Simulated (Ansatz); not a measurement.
CdHg2Se3

```
Cd Hg Se
1.0
     7.35252    0.00000    0.01068
     0.00000    4.73290    0.00000
    -1.00062    0.00000   10.01376
Cd Hg Se
2 4 6
Cartesian
  -0.5003 3.0164 5.0069
  3.1759 0.6499 5.0122
  1.8237 3.0430 8.3090
  5.5000 0.6765 8.3143
  0.8519 0.6765 1.7101
  4.5282 3.0430 1.7155
  1.5616 3.7575 3.4667
  5.2378 1.3910 3.4721
  1.1141 1.3910 6.5524
  4.7903 3.7575 6.5577
  0.0000 2.3143 0.0000
  3.6763 4.6807 0.0053
```

Space group C2; a structure generated by program, which may or may not match a known phase.

All numbers below come from Ansatz, DFT PBE, scalar-relativistic, plane waves, PAW.

Question: What can the converged valence pseudo-density and electron localisation function tell about the bonding?

Answer: Cd–Se (2.68 Å): ρ at the midpoint is about 0.36 e/Å³; the ELF is about 0.40 at the midpoint and 0.15 at its lowest between the atoms.

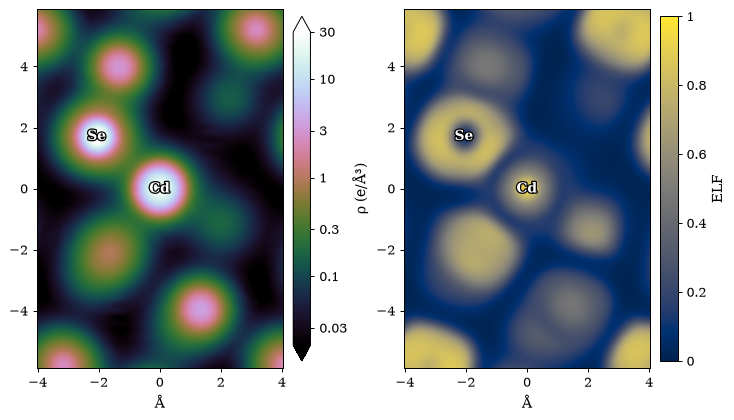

Computed valence pseudo-density and electron localisation function on the (011̄) plane of the conventional cell, in this order. Atoms just off the plane (Hg, 0.7 Å away and Se, 0.6 Å away) can leave unmarked features too.

Core electrons are frozen (PAW), and the valence fields are smoothed inside the atomic spheres.
